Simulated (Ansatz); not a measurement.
Process, species as SMILES: N#P (N-P) → N atom + P atom
B3LYP-D3(BJ)/def2-TZVP geometries, fixed; electronic energies without zero-point terms.
Largest species:
```xyz
2

N      0.0000     0.0000    -1.0110
P      0.0000     0.0000     0.4718
```
Charge 0, spin multiplicity 1.

Basis-set convergence of the atomisation energy at B3LYP with Ansatz (a program for electronic structure). Cartesian d functions, on some or all atoms, in 6-311G**, 6-311+G**; all else is spherical. The program fits the integrals of some runs and decomposes those of others, by size. Open shells are unrestricted. No added dispersion term, no relativity. Functions are those of the species that has most. Reference: the value in aug-cc-pV(5+d)Z, 146.49 kcal/mol, itself unsure by roughly 0.03 kcal/mol (its mean distance from pcseg-4, aug-pcseg-3, aug-cc-pV(Q+d)Z). Deviations are taken from unrounded values.

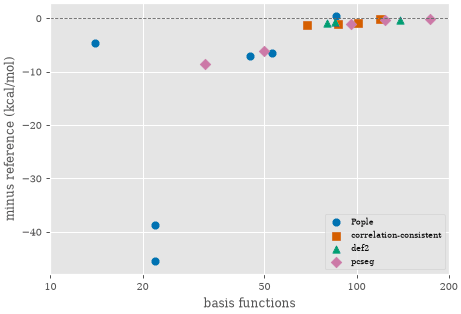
Figure: Deviation from the reference against the number of basis functions, by family of sets.

| basis | functions | atomisation energy (kcal/mol) | minus reference (kcal/mol) |
|---|---|---|---|
| STO-3G | 14 | 141.81 | -4.67 |
| 3-21G | 22 | 107.69 | -38.80 |
| 6-31G | 22 | 100.97 | -45.51 |
| pcseg-1 | 32 | 137.99 | -8.50 |
| 6-311G** | 45 | 139.40 | -7.09 |
| aug-pcseg-1 | 50 | 140.28 | -6.21 |
| 6-311+G** | 53 | 140.04 | -6.45 |
| cc-pV(T+d)Z | 69 | 145.30 | -1.19 |
| def2-TZVPD | 80 | 145.67 | -0.82 |
| def2-TZVPPD | 85 | 145.72 | -0.77 |
| 6-311++G(3df,3pd) | 86 | 146.99 | 0.50 |
| jun-cc-pV(T+d)Z | 87 | 145.48 | -1.01 |
| aug-pcseg-2 | 96 | 145.45 | -1.04 |
| aug-cc-pV(T+d)Z | 101 | 145.57 | -0.92 |
| cc-pV(Q+d)Z | 119 | 146.40 | -0.08 |
| pcseg-3 | 124 | 146.25 | -0.23 |
| def2-QZVPPD | 139 | 146.18 | -0.31 |
| aug-pcseg-3 | 174 | 146.45 | -0.04 |
